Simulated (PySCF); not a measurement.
System: C$_{2}$H$_{3}$Cl$_{3}$ (SMILES ClCC(Cl)Cl).

Input file:

```
{"job": {"kind": "uv", "xc": "CAM-B3LYP", "basis": "def2-SVPD", "ip": true}, "charge": 0, "multiplicity": 1}
Cl     2.123801    -0.516920     0.024439
C      0.629224     0.376631    -0.319332
C     -0.567975    -0.275465     0.337809
Cl    -0.878062    -1.890195    -0.319001
Cl    -1.975094     0.792789     0.106566
H      0.483019     0.419298    -1.407092
H      0.741331     1.395840     0.074062
H     -0.418016    -0.387650     1.418849
```

Run with:

```sh
OMP_NUM_THREADS=1 python probes_run.py task.json out
```

Geometry: PBE0-D3(BJ)/def2-SVP.

All numbers below come from PySCF 2.14.0, CAM-B3LYP/def2-SVPD, SCF density, gas phase.

What can the converged electron density and electron localisation function tell about the bonding?

Answer. C–C (1.51 Å): ρ at the midpoint is about 1.8 e/Å³; the ELF peaks at about 0.95 between the atoms; localised, covalent bonding.
C–Cl (1.77 Å): ρ is about 1.3 e/Å³ halfway; the ELF peaks at about 0.90 between the atoms; a shared electron pair.

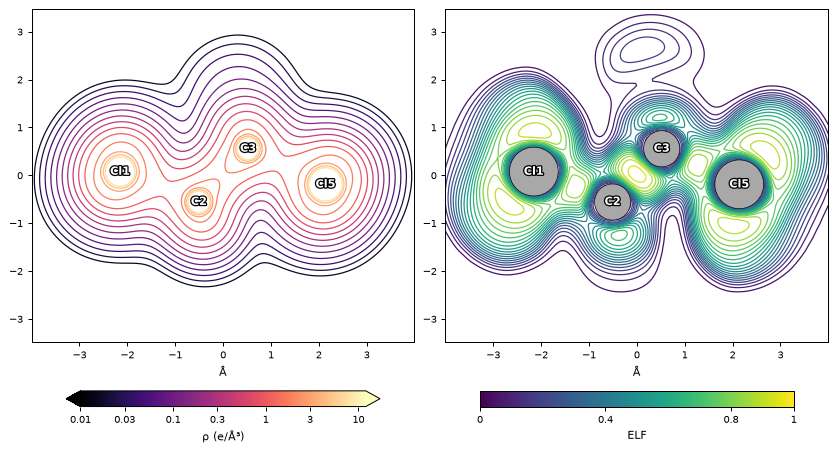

Computed electron density and electron localisation function on the plane of atoms C2, C3 and Cl5, in this order. Grey discs cover the atomic cores in the ELF map. 
